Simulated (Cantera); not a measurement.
Input: 1 mol SiH2Cl2, 0.54 mol O3, 6.2 mol N2, 0.35 mol O2, at 63.0 Torr.

Cantera equilibrium calculation (NASA polynomials, part measured and part estimated; ideal gas, pure solids and liquids). Candidate condensed phases: H2O, NH4Cl, Si, SiO2, Si2N2O, Si3N4; 47 gas species. The tables hold silica as quartz up to 1696 K and as liquid above; real silica turns to tridymite and cristobalite and melts near 1996 K. Kinetics and transport are ignored.

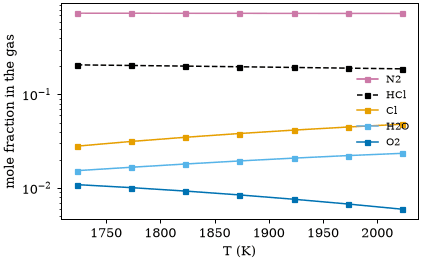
*Equilibrium gas composition (values under 1e-9 drawn at 1e-9)*

From 1723 K to 1973 K the condensed part is SiO2(condensed). At 2023 K the condensed part is SiO2(l).
